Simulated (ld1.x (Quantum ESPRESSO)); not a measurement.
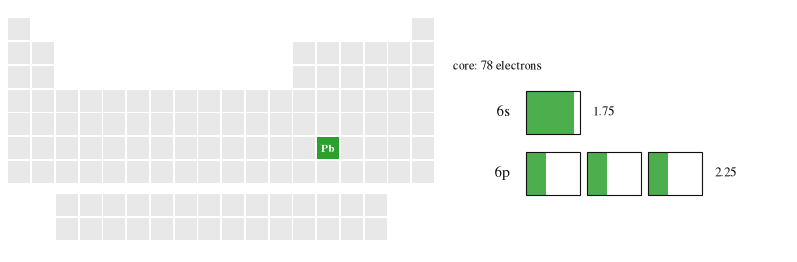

Fig. 1: Left, the place of lead in the periodic table; right, the valence shells of the reference configuration: a box for each of the 2l + 1 orbitals, shaded by the share of the shell that is filled, with the electron count at the right.

Pseudopotential generation for Pb (part 1 of 2)

Lead (Pb, Z = 82), core [Xe] 4f14 5d10, reference valence 6s1.75 6p2.25, valence charge 4. Computed at this level: TM potential, PBEsol, scalar-relativistic, made with ld1.x (Quantum ESPRESSO) 7.5.

## The input
```
 &input
   title='Pb', zed=82., rel=1, dft='PBESOL', iswitch=3,
   config='[Xe] 4f14 5d10 6s1.75 6p2.25 6d-2',
   nld=3, rlderiv=2.30, eminld=-3.0, emaxld=5.0, deld=0.02
 /
 &inputp
   pseudotype=2, tm=.true., lloc=1,
   nlcc=.true.,
   file_pseudopw='Pb.UPF', file_wfcaegen='ae.wfc', file_wfcncgen='nc.wfc', file_beta='beta', file_chi='chi'
 /
3
6S  1  0   1.75   0.00  1.95  1.95  0.0
6D  3  2  -2.00   0.15  2.10  2.10  0.0
6P  2  1   2.25   0.00  1.94  1.94  0.0
 &test
   configts(1)='6s1.75 6p2.25'
 /
```

## Input of the test run
```
 &input
   title='Pb', zed=82., rel=1, dft='PBESOL', iswitch=2,
   config='[Xe] 4f14 5d10 6s1.75 6p2.25 6d-2'
 /
 &test
   file_pseudo='Pb.UPF', nconf=8,
   configts(1)='6s1.75 6p2.25',
   configts(2)='6s2 6p2',
   configts(3)='6s2 6p1',
   configts(4)='6s2 6p0',
   configts(5)='6s1 6p0',
   configts(6)='6s0 6p4',
   configts(7)='6s1 6p2',
   configts(8)='6s1 6p3'
 /
```

Hardware: 1 CPU thread, shared host.

Run as:
```bash
ld1.x < Pb.in > Pb.out
```

## Log
```
     Program LD1 v.7.5
     --------------------------- All-electron run ----------------------------

     Pb
     scalar relativistic calculation

     atomic number is 82.00
     dft =PBESOL   lsd =0 sic =0 latt =0  beta=0.20 tr2=1.0E-14
     Exchange-correlation= PBESOL
                           (   1   4  10   8   0   0   0)
     mesh =1281 r(mesh) =  98.81810 a.u. xmin = -7.00 dx = 0.01250
     1 Ry =  13.60569312 eV, c = 137.03599908

     n l     nl                  e(Ry)          e(Ha)          e(eV)
     1 0     1S 1( 2.00)     -6475.8748     -3237.9374    -88108.7654
     2 0     2S 1( 2.00)     -1158.3249      -579.1625    -15759.8134
     2 1     2P 1( 6.00)      -993.5128      -496.7564    -13517.4308
     3 0     3S 1( 2.00)      -278.0704      -139.0352     -3783.3411
     3 1     3P 1( 6.00)      -230.8275      -115.4137     -3140.5677
     4 0     4S 1( 2.00)       -62.9557       -31.4779      -856.5564
     4 1     4P 1( 6.00)       -47.4759       -23.7379      -645.9425
     3 2     3D 1(10.00)      -182.6711       -91.3356     -2485.3674
     5 0     5S 1( 2.00)       -10.6323        -5.3162      -144.6599
     5 1     5P 1( 6.00)        -6.3415        -3.1708       -86.2808
     4 2     4D 1(10.00)       -29.5745       -14.7872      -402.3813
     4 3     4F 1(14.00)        -9.8054        -4.9027      -133.4089
     5 2     5D 1(10.00)        -1.5876        -0.7938       -21.6000
     6 0     6S 1( 1.75)        -0.9103        -0.4552       -12.3855
     6 1     6P 1( 2.25)        -0.2725        -0.1362        -3.7074

     final scf error:  5.6E-15 reached in  30 iterations

     Etot =  -41752.483599 Ry,  -20876.241800 Ha, -568071.478971 eV

     Ekin =   47204.934562 Ry,   23602.467281 Ha,  642255.853541 eV
     Encl = -104271.595835 Ry,  -52135.797917 Ha,-1418687.334372 eV
     Eh   =   16075.766470 Ry,    8037.883235 Ha,  218721.945305 eV
     Exc  =    -761.588796 Ry,    -380.794398 Ha,  -10361.943445 eV

     normalization and overlap integrals

     s(1S/1S) =  1.000000  <r> =   0.0160  <r2> =    0.0004  r(max) =   0.0099
     s(2S/2S) =  1.000000  <r> =   0.0676  <r2> =    0.0054  r(max) =   0.0575
     s(2P/2P) =  1.000000  <r> =   0.0614  <r2> =    0.0046  r(max) =   0.0476
     s(3S/3S) =  1.000000  <r> =   0.1746  <r2> =    0.0349  r(max) =   0.1622
     s(3P/3P) =  1.000000  <r> =   0.1765  <r2> =    0.0361  r(max) =   0.1622
     s(4S/4S) =  1.000000  <r> =   0.3843  <r2> =    0.1666  r(max) =   0.3609
     s(4P/4P) =  1.000000  <r> =   0.4101  <r2> =    0.1911  r(max) =   0.3842
     s(3D/3D) =  1.000000  <r> =   0.1600  <r2> =    0.0299  r(max) =   0.1311
     s(5S/5S) =  1.000000  <r> =   0.8531  <r2> =    0.8155  r(max) =   0.7932
     s(5P/5P) =  1.000000  <r> =   0.9768  <r2> =    1.0764  r(max) =   0.8766
     s(4D/4D) =  1.000000  <r> =   0.4311  <r2> =    0.2145  r(max) =   0.3890
     s(4F/4F) =  1.000000  <r> =   0.4539  <r2> =    0.2467  r(max) =   0.3476
     s(5D/5D) =  1.000000  <r> =   1.3039  <r2> =    1.9822  r(max) =   1.0707
     s(6S/6S) =  1.000000  <r> =   2.2992  <r2> =    6.0057  r(max) =   1.9509
     s(6P/6P) =  1.000000  <r> =   3.3135  <r2> =   12.8020  r(max) =   2.6334

     ------------------------ End of All-electron run ------------------------

     --------------------- Generating NC pseudopotential ---------------------

      Generating local pot.: lloc=1, matching radius rcloc =   1.9400

      Computing core charge for nlcc:

       r > 1.93 : true rho core
       r < 1.93 : rho core = a sin(br)/r    a=   3.47  b=   1.39

      Integrated core pseudo-charge :   6.30

      Wfc   6S  rcut= 1.951  Using Troullier-Martins method

      Wfc   6D  rcut= 2.103  Using Troullier-Martins method

     ------------------- End of pseudopotential generation -------------------

     --------------------------- All-electron run ----------------------------

     Pb
     scalar relativistic calculation

     atomic number is 82.00
     dft =PBESOL   lsd =0 sic =0 latt =0  beta=0.20 tr2=1.0E-14
     Exchange-correlation= PBESOL
                           (   1   4  10   8   0   0   0)
     mesh =1281 r(mesh) =  98.81810 a.u. xmin = -7.00 dx = 0.01250
     1 Ry =  13.60569312 eV, c = 137.03599908

     n l     nl                  e(Ry)          e(Ha)          e(eV)
     1 0     1S 1( 2.00)     -6475.8748     -3237.9374    -88108.7654
     2 0     2S 1( 2.00)     -1158.3249      -579.1625    -15759.8134
     2 1     2P 1( 6.00)      -993.5128      -496.7564    -13517.4308
     3 0     3S 1( 2.00)      -278.0704      -139.0352     -3783.3411
     3 1     3P 1( 6.00)      -230.8275      -115.4137     -3140.5677
     4 0     4S 1( 2.00)       -62.9557       -31.4779      -856.5564
     4 1     4P 1( 6.00)       -47.4759       -23.7379      -645.9425
     3 2     3D 1(10.00)      -182.6711       -91.3356     -2485.3674
     5 0     5S 1( 2.00)       -10.6323        -5.3162      -144.6599
     5 1     5P 1( 6.00)        -6.3415        -3.1708       -86.2808
     4 2     4D 1(10.00)       -29.5745       -14.7872      -402.3813
     4 3     4F 1(14.00)        -9.8054        -4.9027      -133.4089
     5 2     5D 1(10.00)        -1.5876        -0.7938       -21.6000
     6 0     6S 1( 1.75)        -0.9103        -0.4552       -12.3855
     6 1     6P 1( 2.25)        -0.2725        -0.1362        -3.7074

     final scf error:  5.6E-15 reached in  30 iterations

     Etot =  -41752.483599 Ry,  -20876.241800 Ha, -568071.478971 eV

     Ekin =   47204.934562 Ry,   23602.467281 Ha,  642255.853541 eV
     Encl = -104271.595835 Ry,  -52135.797917 Ha,-1418687.334372 eV
     Eh   =   16075.766470 Ry,    8037.883235 Ha,  218721.945305 eV
     Exc  =    -761.588796 Ry,    -380.794398 Ha,  -10361.943445 eV

     normalization and overlap integrals

     s(1S/1S) =  1.000000  <r> =   0.0160  <r2> =    0.0004  r(max) =   0.0099
     s(2S/2S) =  1.000000  <r> =   0.0676  <r2> =    0.0054  r(max) =   0.0575
     s(2P/2P) =  1.000000  <r> =   0.0614  <r2> =    0.0046  r(max) =   0.0476
     s(3S/3S) =  1.000000  <r> =   0.1746  <r2> =    0.0349  r(max) =   0.1622
     s(3P/3P) =  1.000000  <r> =   0.1765  <r2> =    0.0361  r(max) =   0.1622
     s(4S/4S) =  1.000000  <r> =   0.3843  <r2> =    0.1666  r(max) =   0.3609
     s(4P/4P) =  1.000000  <r> =   0.4101  <r2> =    0.1911  r(max) =   0.3842
     s(3D/3D) =  1.000000  <r> =   0.1600  <r2> =    0.0299  r(max) =   0.1311
     s(5S/5S) =  1.000000  <r> =   0.8531  <r2> =    0.8155  r(max) =   0.7932
     s(5P/5P) =  1.000000  <r> =   0.9768  <r2> =    1.0764  r(max) =   0.8766
     s(4D/4D) =  1.000000  <r> =   0.4311  <r2> =    0.2145  r(max) =   0.3890
     s(4F/4F) =  1.000000  <r> =   0.4539  <r2> =    0.2467  r(max) =   0.3476
     s(5D/5D) =  1.000000  <r> =   1.3039  <r2> =    1.9822  r(max) =   1.0707
     s(6S/6S) =  1.000000  <r> =   2.2992  <r2> =    6.0057  r(max) =   1.9509
     s(6P/6P) =  1.000000  <r> =   3.3135  <r2> =   12.8020  r(max) =   2.6334

     ------------------------ End of All-electron run ------------------------

     Computing logarithmic derivative in   2.30954
     Computing logarithmic derivative in   2.30954
     Computing the partial wave expansion
     R is outside the sphere for l=    0 j= 0.00
       no projector for channel:   1
     R is outside the sphere for l=    2 j= 0.00

     ---------------------- Testing the pseudopotential ----------------------

     Pb
     scalar relativistic calculation

     atomic number is 82.00   valence charge is  4.00
     dft =PBESOL   lsd =0 sic =0 latt =0  beta=0.20 tr2=1.0E-14
     mesh =1281 r(mesh) =  98.81810 xmin = -7.00 dx = 0.01250

     n l     nl             e AE (Ry)        e PS (Ry)    De AE-PS (Ry)
     1 0     6S   1( 1.75)       -0.91031       -0.91032        0.00000
     2 1     6P   1( 2.25)       -0.27249       -0.27248       -0.00000

     eps = 7.3E-15  iter = 13

     Etot =  -41752.483599 Ry,  -20876.241800 Ha, -568071.478971 eV
     Etotps =   -12.581313 Ry,      -6.290656 Ha,    -171.177478 eV

     Ekin =       2.228971 Ry,       1.114485 Ha,      30.326690 eV
     Encl =     -10.978575 Ry,      -5.489287 Ha,    -149.371122 eV
     Ehrt =       5.063169 Ry,       2.531584 Ha,      68.887920 eV
     Ecxc =      -8.119079 Ry,      -4.059540 Ha,    -110.465698 eV
     (Ecc =      -5.617964 Ry,      -2.808982 Ha,     -76.436298 eV)
     Epseu=      -0.775798 Ry,      -0.387899 Ha,     -10.555269 eV

     ---------------------- End of pseudopotential test ----------------------
```

## Output of the test run (extracts)
```
     ---------------------- Testing the pseudopotential ----------------------

     Pb
     scalar relativistic calculation

     atomic number is 82.00   valence charge is  4.00
     dft =PBESOL   lsd =0 sic =0 latt =0  beta=0.20 tr2=1.0E-14
     mesh =1281 r(mesh) =  98.81810 xmin = -7.00 dx = 0.01250

     n l     nl             e AE (Ry)        e PS (Ry)    De AE-PS (Ry)
     1 0     6S   1( 1.75)       -0.91031       -0.91032        0.00000
     2 1     6P   1( 2.25)       -0.27249       -0.27248       -0.00000

     eps = 4.7E-15  iter = 13

     Etot =  -41752.483599 Ry,  -20876.241800 Ha, -568071.478971 eV
     Etotps =   -12.581312 Ry,      -6.290656 Ha,    -171.177475 eV

     Ekin =       2.228971 Ry,       1.114485 Ha,      30.326694 eV
     Encl =     -10.978575 Ry,      -5.489287 Ha,    -149.371122 eV
     Ehrt =       5.063169 Ry,       2.531584 Ha,      68.887920 eV
     Ecxc =      -8.119079 Ry,      -4.059540 Ha,    -110.465698 eV
     (Ecc =      -5.617964 Ry,      -2.808982 Ha,     -76.436298 eV)
     Epseu=      -0.775798 Ry,      -0.387899 Ha,     -10.555269 eV

     ---------------------- End of pseudopotential test ----------------------

     ---------------------- Testing the pseudopotential ----------------------

     Pb
     scalar relativistic calculation

     atomic number is 82.00   valence charge is  4.00
     dft =PBESOL   lsd =0 sic =0 latt =0  beta=0.20 tr2=1.0E-14
     mesh =1281 r(mesh) =  98.81810 xmin = -7.00 dx = 0.01250

     n l     nl             e AE (Ry)        e PS (Ry)    De AE-PS (Ry)
     1 0     6S   1( 2.00)       -0.88899       -0.88739       -0.00160
     2 1     6P   1( 2.00)       -0.25843       -0.25807       -0.00036

     eps = 5.0E-15  iter =  7

     Etot =  -41752.642117 Ry,  -20876.321058 Ha, -568073.635714 eV
     Etotps =   -12.739713 Ry,      -6.369857 Ha,    -173.332629 eV
     dEtot_ae =      -0.158518 Ry
     dEtot_ps =      -0.158401 Ry,   Delta E=      -0.000117 Ry

     Ekin =       2.189665 Ry,       1.094833 Ha,      29.791910 eV
     Encl =     -11.023800 Ry,      -5.511900 Ha,    -149.986440 eV
     Ehrt =       5.134919 Ry,       2.567460 Ha,      69.864133 eV
     Ecxc =      -8.169219 Ry,      -4.084609 Ha,    -111.147883 eV
     (Ecc =      -5.617964 Ry,      -2.808982 Ha,     -76.436298 eV)
     Epseu=      -0.871279 Ry,      -0.435639 Ha,     -11.854349 eV

     ---------------------- End of pseudopotential test ----------------------

     ---------------------- Testing the pseudopotential ----------------------

     Pb
     scalar relativistic calculation

     atomic number is 82.00   valence charge is  4.00
     dft =PBESOL   lsd =0 sic =0 latt =0  beta=0.20 tr2=1.0E-14
     mesh =1281 r(mesh) =  98.81810 xmin = -7.00 dx = 0.01250

     n l     nl             e AE (Ry)        e PS (Ry)    De AE-PS (Ry)
     1 0     6S   1( 2.00)       -1.41923       -1.42278        0.00355
     2 1     6P   1( 1.00)       -0.72590       -0.72808        0.00219

     eps = 6.9E-15  iter =  7

     Etot =  -41752.157179 Ry,  -20876.078590 Ha, -568067.037802 eV
     Etotps =   -12.254120 Ry,      -6.127060 Ha,    -166.725797 eV
     dEtot_ae =       0.326420 Ry
     dEtot_ps =       0.327192 Ry,   Delta E=      -0.000772 Ry

     Ekin =       1.878193 Ry,       0.939097 Ha,      25.554123 eV
     Encl =      -8.695128 Ry,      -4.347564 Ha,    -118.303247 eV
     Ehrt =       3.260398 Ry,       1.630199 Ha,      44.359972 eV
     Ecxc =      -7.754732 Ry,      -3.877366 Ha,    -105.508501 eV
     (Ecc =      -5.617964 Ry,      -2.808982 Ha,     -76.436298 eV)
     Epseu=      -0.942851 Ry,      -0.471426 Ha,     -12.828145 eV

     ---------------------- End of pseudopotential test ----------------------

     ---------------------- Testing the pseudopotential ----------------------

     Pb
     scalar relativistic calculation

     atomic number is 82.00   valence charge is  4.00
     dft =PBESOL   lsd =0 sic =0 latt =0  beta=0.20 tr2=1.0E-14
     mesh =1281 r(mesh) =  98.81810 xmin = -7.00 dx = 0.01250

     n l     nl             e AE (Ry)        e PS (Ry)    De AE-PS (Ry)
     1 0     6S   1( 2.00)       -2.02284       -2.04206        0.01922  !
     2 1     6P   1( 0.00)       -1.26054       -1.27411        0.01357  !

     eps = 8.1E-15  iter =  6

     Etot =  -41751.168859 Ry,  -20875.584430 Ha, -568053.591022 eV
     Etotps =   -11.258469 Ry,      -5.629234 Ha,    -153.179270 eV
     dEtot_ae =       1.314740 Ry
     dEtot_ps =       1.322844 Ry,   Delta E=      -0.008104 Ry

     Ekin =       1.343284 Ry,       0.671642 Ha,      18.276310 eV
     Encl =      -5.963327 Ry,      -2.981664 Ha,     -81.135200 eV
     Ehrt =       1.656305 Ry,       0.828152 Ha,      22.535177 eV
     Ecxc =      -7.245164 Ry,      -3.622582 Ha,     -98.575482 eV
     (Ecc =      -5.617964 Ry,      -2.808982 Ha,     -76.436298 eV)
     Epseu=      -1.049566 Ry,      -0.524783 Ha,     -14.280076 eV

     ---------------------- End of pseudopotential test ----------------------
```

(Continued in part 2.) Outcome of the run: generated, with a ghost state.
